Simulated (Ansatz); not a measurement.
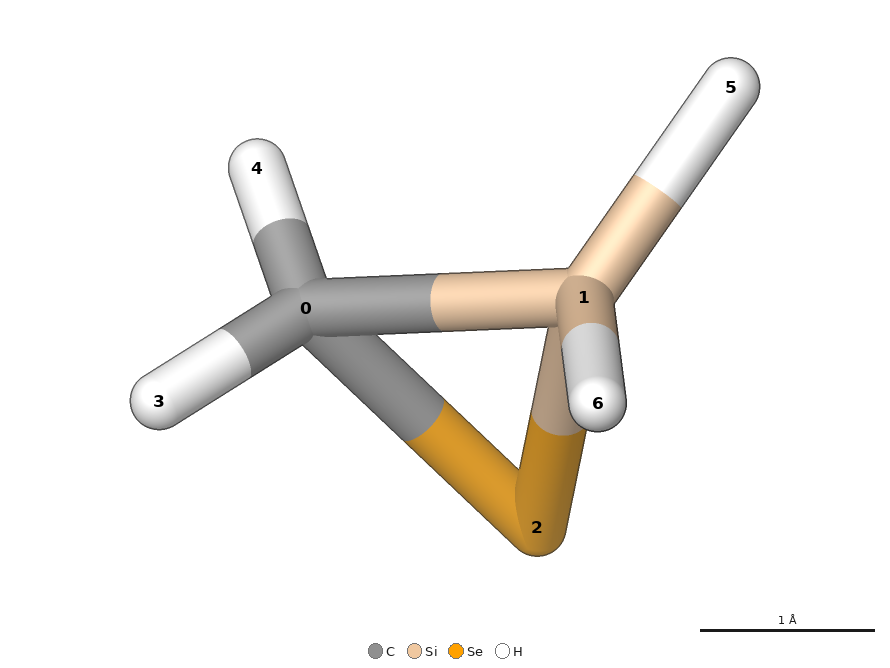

The picture shows the input geometry. Atoms are numbered from 0, in the order of the input.

Input file:

```yaml
crystal:
  periodic: [false, false, false]
  atoms:
    - {symbol: C, position_ang: [-0.672793, -0.541735, -0.369605]}
    - {symbol: Si, position_ang: [0.686144, 0.376155, 0.462957]}
    - {symbol: Se, position_ang: [-0.342920, 1.206370, -1.326322]}
    - {symbol: H, position_ang: [-0.445353, -1.396818, -0.997124]}
    - {symbol: H, position_ang: [-1.658978, -0.577957, 0.080727]}
    - {symbol: H, position_ang: [0.424103, 0.988784, 1.783342]}
    - {symbol: H, position_ang: [2.071099, -0.122801, 0.320323]}
basis:
  gaussian: {orbitals: def2-TZVP, nuclear_model: gaussian}
total_charge: -1
magnetization: {spin_polarized: true, initial_magnetization: 1}
hamiltonian: {xc: {name: HSE06}, dispersion: d3bjatm}
```

It was started with:

```sh
ansatz run in.yaml --threads 2 --pin off --events-out ev --progress --plain --max-ram 4352MiB
```

What the program printed:

```
Functional definition: HSE06
  name "HSE06"
  cite "Heyd, Scuseria & Ernzerhof, J. Chem. Phys. 118, 8207 (2003) doi:10.1063/1.1564060"
  cite "Krukau, Vydrov, Izmaylov & Scuseria, J. Chem. Phys. 125, 224106 (2006) doi:10.1063/1.2404663"
  cite "Heyd & Scuseria, J. Chem. Phys. 120, 7274 (2004) doi:10.1063/1.1668634"
  cite "Ernzerhof & Perdew, J. Chem. Phys. 109, 3313 (1998) doi:10.1063/1.476928"
  cite "Perdew, Burke & Ernzerhof, Phys. Rev. Lett. 77, 3865 (1996) doi:10.1103/PhysRevLett.77.3865"
  parent pbe
  parameter a = 0.25
  parameter omega = 0.11/bohr
  # The whole range is PBE's own exchange, as in plane waves. The composition of these papers is wPBEh.
  exchange = pbe_x - a*pbe_x_sr(omega) + a*exact_x_sr(omega)
  correlation = pbe_c
1036 factors; their error is unknown
65 factors; integrals over basis functions are off by at most 4.9e-7 eV
mean field evaluation 1: about -74312.7440 eV, gradient 2.5e1 eV
mean field evaluation 2: about -74306.5824 eV, gradient 4.0e1 eV
mean field evaluation 4: about -74315.5620 eV, gradient 2.2e0 eV
mean field evaluation 8: about -74315.6312 eV, gradient 2.4e-1 eV
mean field evaluation 16: about -74316.0784 eV, gradient 5.8e-3 eV
mean field evaluation 32: about -74315.9788 eV, gradient 4.2e-1 eV
mean field -74316.07841653 eV, -2731.0655085605 hartree, gradient 1.5e-5 eV, S^2 0.754054; 3 other end points of the search recorded, 0 dependent functions left out
reference -74316.07845636 eV, -2731.0655100239 hartree; 30, 29 occupied and 110, 111 virtual orbitals, 1036 factors
Total energy: -74316.19191801 eV, -2731.0696796628 hartree
```

Self-consistency was reached.
